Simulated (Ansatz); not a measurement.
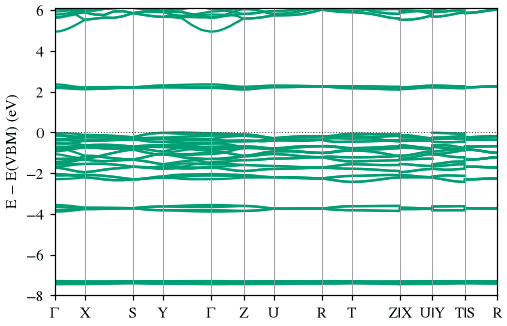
Band structure from DFT-r²SCAN in the program Ansatz with PAW potentials

### Question
Read off the gap and where the band edges lie.

### Answer
About 2.1 eV (2.11 eV by a search for the band edges); maximum on the Y–Γ line, 35 % of the way from Y, minimum at Z.

The material is CsI3 in space group Pnma (No. 62; Cs on 4c, I on 4c, I on 4c, I on 4c).

The first step of the workflow began from a Materials Project structure, measured or hypothetical; the Crystallography Open Database files this formula in space group No. 62, but the cells were not matched. Whether it is the stable phase at ambient conditions was not checked. Symmetry was held in the r²SCAN relaxation; its stability against distortions is not shown here. Spin–orbit coupling is left out wherever it is not named.

Potentials: the later of the program's two PAW sets.
